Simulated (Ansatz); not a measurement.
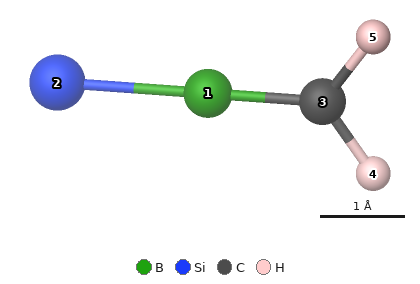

**Figure 1.** The input geometry (ball-and-stick view, seen at a tilt; atoms are numbered from 1 in the order of the input).

# Nudged elastic band, with input and output: CH2BSi (part 1 of 2)

- system: CH2BSi, multiplicity 2
- method: UKS r2SCAN-D4/STO-3G (Ansatz 0.2.0)

The run did not end well. It belongs to a series of runs on one base structure; here: band between the two ends.

**Input file**
```yaml
crystal:
  periodic: [false, false, false]
  atoms:
    - { symbol: B, position_ang: [0.538893, -0.328623, 0.342568] }
    - { symbol: Si, position_ang: [1.917575, -1.169477, 1.219229] }
    - { symbol: C, position_ang: [-0.509763, 0.310883, -0.324118] }
    - { symbol: H, position_ang: [-1.172772, -0.18294, -1.050078] }
    - { symbol: H, position_ang: [-0.773923, 1.370148, -0.1876] }
magnetization:
  spin_polarized: true
  initial_magnetization: 1
basis:
  gaussian: { orbitals: STO-3G }
hamiltonian:
  xc: r2scan
  dispersion: d4
neb:
  order_check: false
  images: 5
  f_tol: 0.05
  max_iterations: 51
  optimiser: lbfgs
  climbing: true
  final_atoms:
    - { symbol: B, position_ang: [1.54275006, -0.73923086, 1.19671517] }
    - { symbol: Si, position_ang: [0.12531303, -0.53893093, -0.15173351] }
    - { symbol: C, position_ang: [-0.68752044, 0.94912608, -0.27344971] }
    - { symbol: H, position_ang: [-0.44081785, -1.61504552, -0.94728159] }
    - { symbol: H, position_ang: [-0.5397148, 1.94407223, 0.17575063] }
  initial_path:
    images:
      - { positions_ang: [[0.538893, -0.328623, 0.342568], [1.917575, -1.169477, 1.219229], [-0.509763, 0.310883, -0.324118], [-1.172772, -0.18294, -1.050078], [-0.773923, 1.370148, -0.1876]] }
      - { positions_ang: [[0.96919428, -0.70088693, 0.51465173], [1.43368076, -0.8957415, 0.91583335], [-0.63159431, 0.45102964, -0.24147959], [-1.00065651, -0.36998337, -1.01098203], [-0.77061423, 1.51557316, -0.17802246]] }
      - { positions_ang: [[1.39949557, -1.07315085, 0.68673546], [0.94978652, -0.622006, 0.6124377], [-0.75342562, 0.59117628, -0.15884118], [-0.82854101, -0.55702674, -0.97188605], [-0.76730545, 1.66099832, -0.16844492]] }
      - { positions_ang: [[1.82979685, -1.44541478, 0.85881918], [0.46589228, -0.3482705, 0.30904205], [-0.87525693, 0.73132291, -0.07620277], [-0.65642552, -0.74407011, -0.93279008], [-0.76399668, 1.80642348, -0.15886738]] }
      - { positions_ang: [[1.73411459, -1.21002014, 0.97145118], [0.35236586, -0.41182398, 0.1554502], [-0.8126781, 0.80392397, -0.14195175], [-0.58455629, -1.03439525, -0.93762058], [-0.68923605, 1.85230639, -0.04732804]] }
      - { positions_ang: [[1.63843232, -0.9746255, 1.08408318], [0.23883945, -0.47537745, 0.00185834], [-0.75009927, 0.87652503, -0.20770073], [-0.51268707, -1.32472039, -0.94245109], [-0.61447542, 1.89818931, 0.06421129]] }
      - { positions_ang: [[1.54275006, -0.73923086, 1.19671517], [0.12531303, -0.53893093, -0.15173351], [-0.68752044, 0.94912608, -0.27344971], [-0.44081785, -1.61504552, -0.94728159], [-0.5397148, 1.94407223, 0.17575063]] }
```

Launched with:
```bash
ansatz run input.yaml --threads 1 --pin off --max-ram 2048MiB --backend cpu --events-out ev --progress --plain --runs-dir out
```

**Output**
```
Engine: ansatz 0.2.0, x86_64-unknown-linux-gnu
Functional definition: r2SCAN
  parameter k0 = 0.174
  parameter k1 = 0.065
  parameter a1 = 4.9479
  exchange = r2scan_x(k0 = k0, k1 = k1, a1 = a1)
  correlation = r2scan_c
281 factors; integrals over basis functions are off by at most 1.5e-5 eV
mean field evaluation 1: about -9501.7778 eV, gradient 1.5e1 eV
mean field evaluation 2: about -9473.7707 eV, gradient 4.9e1 eV
mean field evaluation 4: about -9504.0522 eV, gradient 8.6e-1 eV
mean field evaluation 8: about -9504.0058 eV, gradient 1.8e-1 eV
mean field evaluation 16: about -9504.0075 eV, gradient 6.0e-5 eV
mean field evaluation 32: about -9503.7573 eV, gradient 1.8e0 eV
mean field -9504.00750968 eV, -349.2658339329 hartree, gradient 4.0e-5 eV, S^2 0.776188; 5 other end points of the search recorded, 0 dependent functions left out
the calculation of the forces begins
reference -9504.00751521 eV, -349.2658341362 hartree; 14, 13 occupied and 7, 8 virtual orbitals, 281 factors
292 factors; integrals over basis functions are off by at most 1.5e-5 eV
mean field evaluation 64: about -9499.6477 eV, gradient 5.1e-5 eV
mean field evaluation 96: about -9499.6477 eV, gradient 6.1e-6 eV
mean field -9499.64766080 eV, -349.1056124421 hartree, gradient 8.2e-6 eV, S^2 1.395337; 6 other end points of the search recorded, 0 dependent functions left out
[... from here on the field's lines of each further geometry are left out, up to the last ...]
NEB iter   1: max|band force component| = 2.113e2 eV/Å  barrier→ = 117.7839 eV  barrier← = 113.4256 eV  Δτ_max = 0.2000 Å  (885 SCF iters)
NEB iter   2: max|band force component| = 7.797e1 eV/Å  barrier→ = 46.4375 eV  barrier← = 42.0793 eV  Δτ_max = 0.1263 Å  (318 SCF iters)
NEB iter   3: max|band force component| = 5.642e1 eV/Å  barrier→ = 28.2921 eV  barrier← = 23.9338 eV  Δτ_max = 0.2000 Å  (324 SCF iters)
NEB iter   4: max|band force component| = 2.611e1 eV/Å  barrier→ = 11.7978 eV  barrier← = 7.4395 eV  Δτ_max = 0.1560 Å  (438 SCF iters)
NEB iter   5: max|band force component| = 9.418e0 eV/Å  barrier→ = 7.0745 eV  barrier← = 2.7162 eV  Δτ_max = 0.1315 Å  (410 SCF iters)
NEB iter   6: max|band force component| = 4.055e0 eV/Å  barrier→ = 6.9918 eV  barrier← = 2.6335 eV  Δτ_max = 0.0992 Å  (372 SCF iters)
NEB iter   7: max|band force component| = 3.908e0 eV/Å  barrier→ = 6.7692 eV  barrier← = 2.4109 eV  Δτ_max = 0.2000 Å  (430 SCF iters)
NEB iter   8: max|band force component| = 3.109e0 eV/Å  barrier→ = 6.0825 eV  barrier← = 1.7243 eV  Δτ_max = 0.1054 Å  (454 SCF iters)
NEB iter   9: max|band force component| = 2.296e0 eV/Å  barrier→ = 5.4652 eV  barrier← = 1.1069 eV  Δτ_max = 0.2000 Å  (434 SCF iters)
NEB iter  10: max|band force component| = 3.710e0 eV/Å  barrier→ = 5.6301 eV  barrier← = 1.2718 eV  Δτ_max = 0.0671 Å  (369 SCF iters)
NEB iter  11: max|band force component| = 2.441e0 eV/Å  barrier→ = 5.6812 eV  barrier← = 1.3229 eV  Δτ_max = 0.1349 Å  (330 SCF iters)
NEB iter  12: max|band force component| = 2.964e0 eV/Å  barrier→ = 5.8246 eV  barrier← = 1.4663 eV  Δτ_max = 0.0445 Å  (351 SCF iters)
NEB iter  13: max|band force component| = 1.005e0 eV/Å  barrier→ = 5.8628 eV  barrier← = 1.5046 eV  Δτ_max = 0.0512 Å  (361 SCF iters)
NEB iter  14: max|band force component| = 1.755e0 eV/Å  barrier→ = 5.9451 eV  barrier← = 1.5868 eV  Δτ_max = 0.0324 Å  (356 SCF iters)
NEB iter  15: max|band force component| = 1.032e0 eV/Å  barrier→ = 5.9720 eV  barrier← = 1.6138 eV  Δτ_max = 0.0384 Å  (290 SCF iters)
NEB iter  16: max|band force component| = 1.109e0 eV/Å  barrier→ = 6.0094 eV  barrier← = 1.6511 eV  Δτ_max = 0.0219 Å  (334 SCF iters)
NEB iter  17: max|band force component| = 1.110e0 eV/Å  barrier→ = 6.0098 eV  barrier← = 1.6515 eV  Δτ_max = 0.0229 Å  (358 SCF iters)
NEB iter  18: max|band force component| = 1.172e0 eV/Å  barrier→ = 5.9967 eV  barrier← = 1.6384 eV  Δτ_max = 0.0241 Å  (347 SCF iters)
NEB iter  19: max|band force component| = 1.335e0 eV/Å  barrier→ = 5.9666 eV  barrier← = 1.6084 eV  Δτ_max = 0.0269 Å  (372 SCF iters)
NEB iter  20: max|band force component| = 1.490e0 eV/Å  barrier→ = 5.9172 eV  barrier← = 1.5589 eV  Δτ_max = 0.0299 Å  (350 SCF iters)
NEB iter  21: max|band force component| = 1.613e0 eV/Å  barrier→ = 5.8479 eV  barrier← = 1.4896 eV  Δτ_max = 0.0325 Å  (318 SCF iters)
NEB iter  22: max|band force component| = 1.684e0 eV/Å  barrier→ = 5.7606 eV  barrier← = 1.4023 eV  Δτ_max = 0.0343 Å  (311 SCF iters)
NEB iter  23: max|band force component| = 1.683e0 eV/Å  barrier→ = 5.6606 eV  barrier← = 1.3023 eV  Δτ_max = 0.0350 Å  (253 SCF iters)
NEB iter  24: max|band force component| = 1.604e0 eV/Å  barrier→ = 5.5556 eV  barrier← = 1.1973 eV  Δτ_max = 0.2000 Å  (258 SCF iters)
NEB iter  25: max|band force component| = 2.076e0 eV/Å  barrier→ = 5.2085 eV  barrier← = 0.8502 eV  Δτ_max = 0.0317 Å  (299 SCF iters)
NEB iter  26: max|band force component| = 1.500e0 eV/Å  barrier→ = 5.1540 eV  barrier← = 0.7958 eV  Δτ_max = 0.1496 Å  (271 SCF iters)
NEB iter  27: max|band force component| = 1.240e0 eV/Å  barrier→ = 5.1449 eV  barrier← = 0.7866 eV  Δτ_max = 0.1769 Å  (349 SCF iters)
NEB iter  28: max|band force component| = 4.803e0 eV/Å  barrier→ = 5.4051 eV  barrier← = 1.0468 eV  Δτ_max = 0.0909 Å  (362 SCF iters)
NEB iter  29: max|band force component| = 3.344e0 eV/Å  barrier→ = 5.3393 eV  barrier← = 0.9810 eV  Δτ_max = 0.0281 Å  (345 SCF iters)
NEB iter  30: max|band force component| = 9.190e-1 eV/Å  barrier→ = 5.3313 eV  barrier← = 0.9730 eV  Δτ_max = 0.0147 Å  (265 SCF iters)
NEB iter  31: max|band force component| = 7.870e-1 eV/Å  barrier→ = 5.3157 eV  barrier← = 0.9574 eV  Δτ_max = 0.0275 Å  (319 SCF iters)
NEB iter  32: max|band force component| = 1.225e0 eV/Å  barrier→ = 5.2987 eV  barrier← = 0.9404 eV  Δτ_max = 0.0236 Å  (333 SCF iters)
NEB iter  33: max|band force component| = 9.127e-1 eV/Å  barrier→ = 5.2850 eV  barrier← = 0.9268 eV  Δτ_max = 0.0094 Å  (277 SCF iters)
NEB iter  34: max|band force component| = 7.639e-1 eV/Å  barrier→ = 5.2784 eV  barrier← = 0.9201 eV  Δτ_max = 0.1515 Å  (328 SCF iters)
NEB iter  35: max|band force component| = 7.084e-1 eV/Å  barrier→ = 5.2319 eV  barrier← = 0.8737 eV  Δτ_max = 0.0581 Å  (406 SCF iters)
NEB iter  36: max|band force component| = 1.157e0 eV/Å  barrier→ = 5.2349 eV  barrier← = 0.8766 eV  Δτ_max = 0.0248 Å  (399 SCF iters)
NEB iter  37: max|band force component| = 8.529e-1 eV/Å  barrier→ = 5.1940 eV  barrier← = 0.8358 eV  CI = image 4  Δτ_max = 0.0128 Å  (284 SCF iters)
NEB iter  38: max|band force component| = 8.333e-1 eV/Å  barrier→ = 5.2178 eV  barrier← = 0.8595 eV  CI = image 4  Δτ_max = 0.1827 Å  (272 SCF iters)
NEB iter  39: max|band force component| = 2.861e0 eV/Å  barrier→ = 5.7705 eV  barrier← = 1.4123 eV  CI = image 4  Δτ_max = 0.0559 Å  (381 SCF iters)
NEB iter  40: max|band force component| = 1.513e0 eV/Å  barrier→ = 5.7518 eV  barrier← = 1.3935 eV  CI = image 4  Δτ_max = 0.0326 Å  (360 SCF iters)
NEB iter  41: max|band force component| = 1.230e0 eV/Å  barrier→ = 5.7992 eV  barrier← = 1.4409 eV  CI = image 4  Δτ_max = 0.2000 Å  (277 SCF iters)
NEB iter  42: max|band force component| = 1.799e0 eV/Å  barrier→ = 6.2361 eV  barrier← = 1.8778 eV  CI = image 4  Δτ_max = 0.0310 Å  (266 SCF iters)
NEB iter  43: max|band force component| = 1.436e0 eV/Å  barrier→ = 6.2373 eV  barrier← = 1.8790 eV  CI = image 4  Δτ_max = 0.0585 Å  (237 SCF iters)
NEB iter  44: max|band force component| = 1.251e0 eV/Å  barrier→ = 6.3016 eV  barrier← = 1.9433 eV  CI = image 4  Δτ_max = 0.1742 Å  (248 SCF iters)
NEB iter  45: max|band force component| = 2.469e0 eV/Å  barrier→ = 6.5993 eV  barrier← = 2.2410 eV  CI = image 4  Δτ_max = 0.0430 Å  (287 SCF iters)
NEB iter  46: max|band force component| = 1.577e0 eV/Å  barrier→ = 6.5656 eV  barrier← = 2.2074 eV  CI = image 4  Δτ_max = 0.0647 Å  (247 SCF iters)
NEB iter  47: max|band force component| = 9.765e-1 eV/Å  barrier→ = 6.5285 eV  barrier← = 2.1702 eV  CI = image 4  Δτ_max = 0.0683 Å  (303 SCF iters)
NEB iter  48: max|band force component| = 1.230e0 eV/Å  barrier→ = 6.5445 eV  barrier← = 2.1862 eV  CI = image 4  Δτ_max = 0.0193 Å  (267 SCF iters)
NEB iter  49: max|band force component| = 7.912e-1 eV/Å  barrier→ = 6.5428 eV  barrier← = 2.1846 eV  CI = image 4  Δτ_max = 0.0244 Å  (286 SCF iters)
NEB iter  50: max|band force component| = 6.753e-1 eV/Å  barrier→ = 6.5442 eV  barrier← = 2.1859 eV  CI = image 4  Δτ_max = 0.0621 Å  (302 SCF iters)
the calculation of the forces begins
reference -9497.45675328 eV, -349.0250980756 hartree; 14, 13 occupied and 7, 8 virtual orbitals, 291 factors
these checks for a lower state are left out or cut short: starts, cluster_reference, orbital_swaps, neighbouring_geometries, increment
292 factors; integrals over basis functions are off by at most 3.6e-5 eV
mean field evaluation 3328: about -9498.7246 eV, gradient 3.6e-3 eV
mean field -9499.21377245 eV, -349.0896673393 hartree, gradient 1.2e-6 eV, S^2 1.599485; 1 other end points of the search recorded, 0 dependent functions left out
the calculation of the forces begins
reference -9499.21377801 eV, -349.0896675437 hartree; 14, 13 occupied and 7, 8 virtual orbitals, 292 factors
NEB iter  51: max|band force component| = 1.227e0 eV/Å  barrier→ = 6.5491 eV  barrier← = 2.1908 eV  CI = image 4  Δτ_max = 0.0227 Å  (311 SCF iters)
```
